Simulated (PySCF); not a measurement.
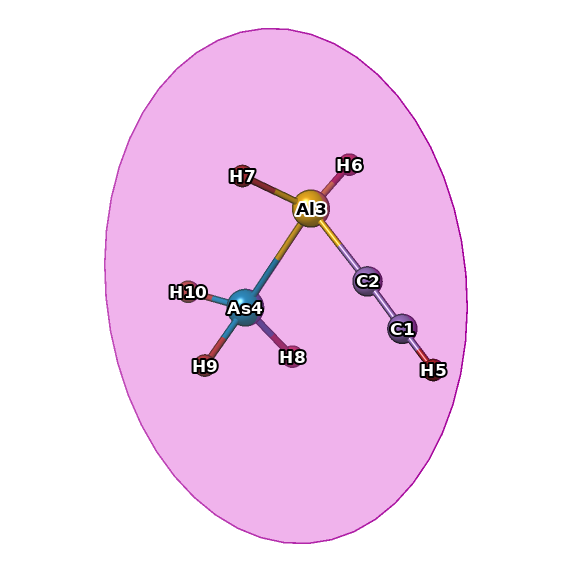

A disc through the centre of mass is drawn in. Atoms fade into the background with distance from the viewer. Computed geometry: PBE0-D3(BJ)/def2-SVP optimisation. No frequency run is at hand to confirm it as a minimum.

Question: Is the plane of the disc a mirror plane of the structure?

Answer: Yes. The reflection leaves C1, C2, Al3, As4, H5, H10 in place and moves H6 ↔ H7; H8 ↔ H9. The point group is Cs.
